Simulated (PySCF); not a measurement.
## A study: F3P, SMILES `FP(F)F`

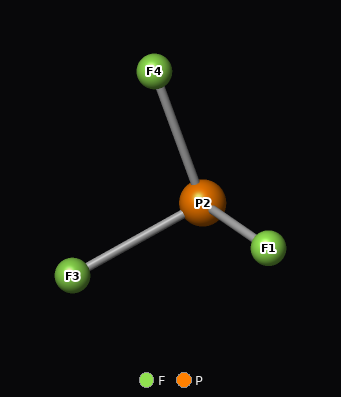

The molecule, with its atoms numbered as below. No frequency check shows the geometry to be a minimum.

Cartesian coordinates (Å):

```
F1      -1.1907    0.6338    0.3059
P2      -0.0000    0.0000   -0.5507
F3       1.1443    0.7143    0.3059
F4       0.0464   -1.3481    0.3059
```

## 1. Bonding charge

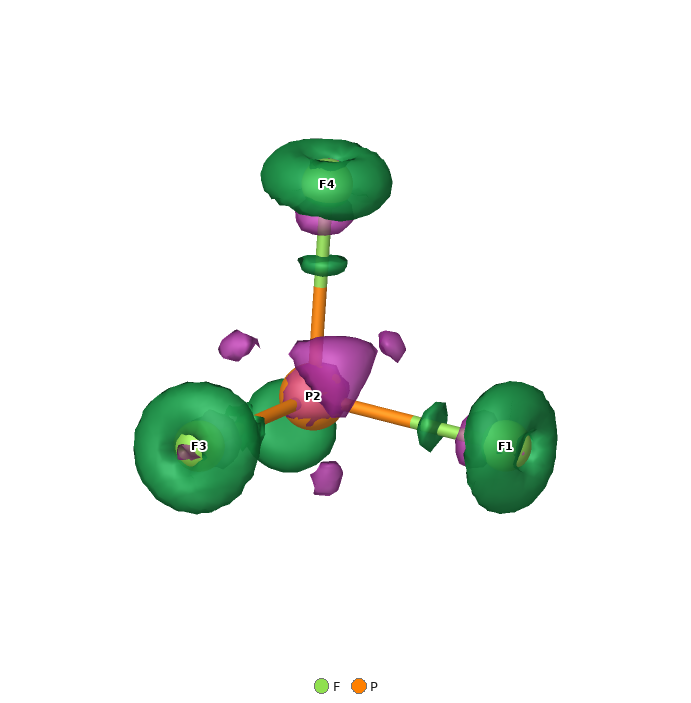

Deformation density (molecule less spherical, spin-averaged free atoms at the same positions), surfaces at ±0.2 e/Å³; green: gain, purple: loss.

Level of theory: B3LYP/def2-SVPD (PySCF), at a geometry from GFN2-xTB.

Question: How much density has each bond gained at its critical point, relative to the free atoms?

Answer: F1–P2, P2–F3 and P2–F4: −0.05 e/Å³ at the bond critical point (bond length 1.60 Å); up to 0.6 Å beside the axis the gain reaches +0.22 e/Å³. In all, 1.0 electrons gather in the regions of gain relative to the promolecule. A small or negative value marks a very polar bond, one between electron-rich atoms, whose free-atom densities already overlap strongly, a long bond to a heavier atom, or a closed-shell contact such as a hydrogen bond.

Question: Where do the Hirshfeld charges lie?

Answer: The highest Hirshfeld charge is on P2 (+0.49 e), the lowest on F1, F3 and F4 (−0.16 e).

```
atom  charge (e)
  F1       −0.16
  P2       +0.49
  F3       −0.16
  F4       −0.16
```

## 2. Local ionisation energy

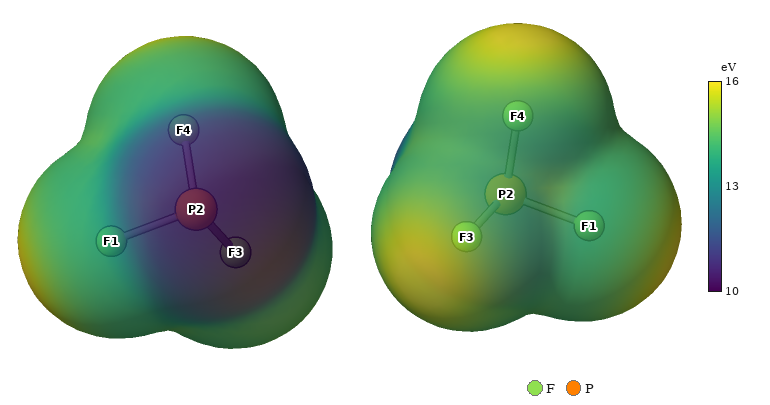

Average local ionisation energy on the surface of electron density 0.001 a.u. (back view left, front view right).

Question: Where are the most loosely bound electrons on this surface?

Answer: The lowest value is 10.2 eV, 2.3 Å from P2. Further minima include 14.1 eV, 1.7 Å from F1, and at like points elsewhere. For comparison, the highest occupied orbital lies at −9.7 eV.

## 3. In an electric field

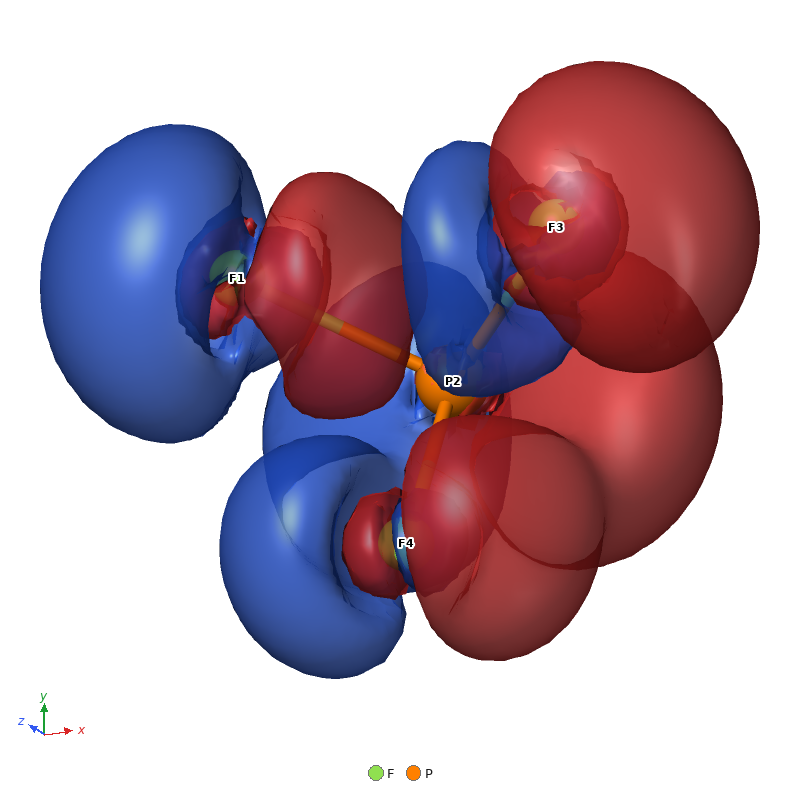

Change of the electron density in a uniform field of 0.21 V/Å, surfaces at ±0.0008 e/Å³ (red: gain, blue: loss).

Method: B3LYP/def2-SVPD; geometry: GFN2-xTB; program: PySCF.

The field was applied in both directions; the picture shows the one opposite to the script's first.

Question: Along which Cartesian direction does the field point?

Answer: Along −x: electrons gather on the +x side, against the field.

Question: What dipole is induced, and what polarisability does it imply?

Answer: The induced dipole is 0.27 D (along the field); α along this axis, from the fields in both directions, is 27 bohr³ (4.0 Å³).

## 4. Removing or adding an electron

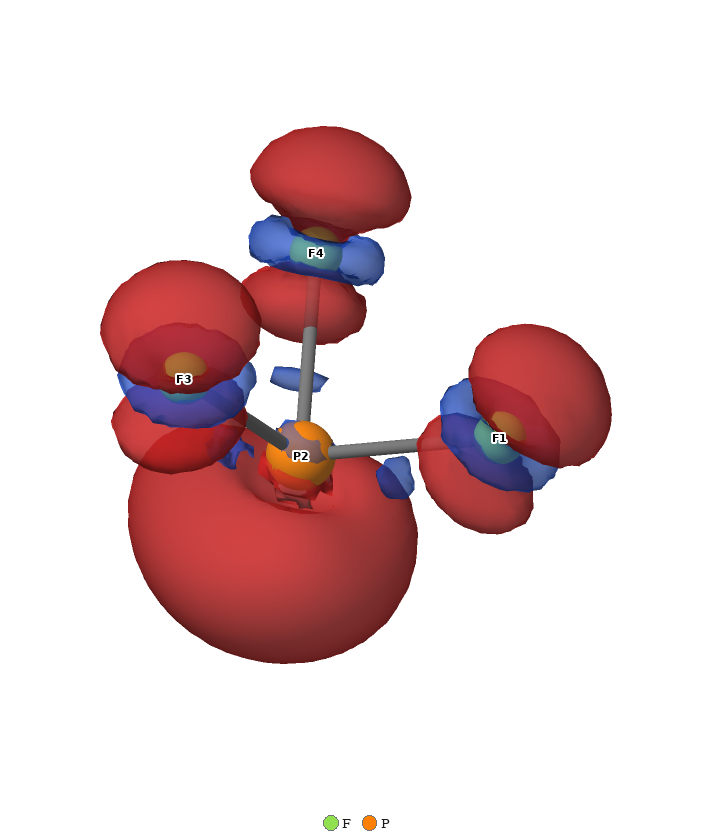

Fukui function f⁻ = ρ(N) − ρ(N−1) at fixed geometry, surfaces at ±0.04 e/Å³ (red positive, blue negative).

Computed with PySCF, B3LYP/def2-SVPD, geometry: GFN2-xTB.

Question: Which atoms respond most to the removal of an electron?

Answer: f⁻ (Hirshfeld-condensed) is largest on P2 (0.50); the vertical ionisation energy is 12.70 eV. Condensed values hint at sites of electrophilic attack but needn't mark the atom that reacts. Orbital relaxation makes it negative in places (0.12 e in all).

```json
{"atom": "F1", "f⁻": "+0.17", "charge": "−0.16"}
{"atom": "P2", "f⁻": "+0.50", "charge": "+0.49"}
{"atom": "F3", "f⁻": "+0.17", "charge": "−0.16"}
{"atom": "F4", "f⁻": "+0.17", "charge": "−0.16"}
```

The PySCF runs shown took 2.1 s, 6.9 s and 25 s on 1 thread of AMD EPYC 9R45 96-Core Processor (Zen 5), with other jobs on the host.
